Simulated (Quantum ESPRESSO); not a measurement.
**Cost against accuracy: ecutwfc for ZnGeAs₂ (P-4m2, 4 atoms in the cell)**

```yaml
crystal:
  lattice:
    - [4.04554, 0.00000, 0.00000]
    - [0.00000, 4.04554, 0.00000]
    - [0.00000, 0.00000, 5.75165]
  atoms:
    - { symbol: Zn, position: [0.50000, 0.50000, 0.00000] }
    - { symbol: Ge, position: [0.00000, 0.00000, 0.50000] }
    - { symbol: As, position: [0.50000, 0.00000, 0.75750] }
    - { symbol: As, position: [0.00000, 0.50000, 0.24250] }
```

Method of the run: PBEsol, PSlibrary ultrasoft (PBE) pseudopotentials (plane waves; Quantum ESPRESSO 7.5).

Base settings: ecutwfc = 50 Ry; ecutrho = 300 Ry; occupations = smearing; smearing = gaussian; degauss = 0.0073499 Ry; input_dft = pbesol; K_POINTS = automatic 8 8 6 0 0 0; conv_thr = 1e-10 Ry; mixing_beta = 0.4.

Misses are taken against the tightest run, 100 Ry (ecutrho: 300 Ry → 600 Ry), which need not be fully converged itself. The energy is the free energy per atom.

The count of work is k-points × plane waves × bands × iterations; it is no time, and leaves out set-up, grids and terms that scale otherwise. Core times come from one kind of shared machine and are given to one figure; runs under 30 s give none.

The starting cell comes from a database of computed structures (which also holds hypothetical and non-ambient phases and stackings), without a prior relaxation at this level. In the base run, with a pressure of about -3 GPa the cell is away from its equilibrium volume at this level. The run gives no clean gap (levels at the Fermi energy touch, overlap or are partly filled at this smearing), which alone does not show that the compound is a metal.

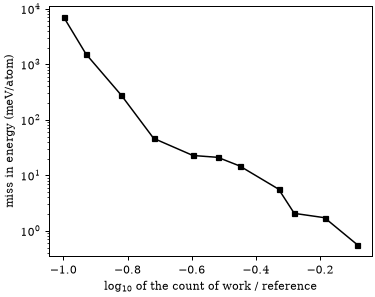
*Miss against the count of work; the reference run is not drawn, and misses under 0.1 meV/atom are drawn there.*

| ecutwfc | energy less reference (meV/atom) | pressure less reference (GPa) | largest difference in the force on any atom (eV/Å) | count of work / reference | core time / reference (rough) |
|---|---|---|---|---|---|
| 20 Ry (ecutrho: 300 Ry → 120 Ry) | 7008.71 | -186.24 | 0.041 | 0.10 | – |
| 25 Ry (ecutrho: 300 Ry → 150 Ry) | 1529.20 | -55.52 | 0.006 | 0.12 | – |
| 30 Ry (ecutrho: 300 Ry → 180 Ry) | 277.36 | -13.66 | 0.018 | 0.15 | 0.1 |
| 35 Ry (ecutrho: 300 Ry → 210 Ry) | 46.37 | -2.19 | 0.005 | 0.19 | 0.1 |
| 40 Ry (ecutrho: 300 Ry → 240 Ry) | 22.79 | -0.07 | 0.001 | 0.25 | 0.2 |
| 45 Ry (ecutrho: 300 Ry → 270 Ry) | 21.12 | -0.16 | 0.001 | 0.30 | 0.3 |
| 50 Ry | 14.79 | -0.34 | 0.000 | 0.35 | 0.2 |
| 57 Ry (ecutrho: 300 Ry → 342 Ry) | 5.63 | -0.23 | 0.000 | 0.47 | 0.3 |
| 65 Ry (ecutrho: 300 Ry → 390 Ry) | 2.07 | -0.03 | 0.000 | 0.52 | 0.4 |
| 75 Ry (ecutrho: 300 Ry → 450 Ry) | 1.73 | -0.01 | 0.000 | 0.65 | 0.5 |
| 88 Ry (ecutrho: 300 Ry → 528 Ry) | 0.56 | -0.03 | 0.000 | 0.83 | 0.8 |
| 100 Ry (ecutrho: 300 Ry → 600 Ry) | 0.00 | 0.00 | 0.000 | 1.0 | 1 |

Coarsest setting among those run that, with all tighter ones, holds the energy within 10 meV/atom of the reference: 57 Ry (ecutrho: 300 Ry → 342 Ry), off by 5.6 meV/atom; its saving against the reference is no more than about a factor of 2 in the count of work.

Coarsest setting among those run that, with all tighter ones, holds the energy within 5 meV/atom of the reference: 65 Ry (ecutrho: 300 Ry → 390 Ry), off by 2.1 meV/atom; its saving against the reference is no more than about a factor of 2 in the count of work.

The step from 35 Ry (ecutrho: 300 Ry → 210 Ry) to 75 Ry (ecutrho: 300 Ry → 450 Ry): it takes the miss in the energy from 46 to 1.7 meV/atom, for 3.4 times the count of work and roughly 4 times the time.
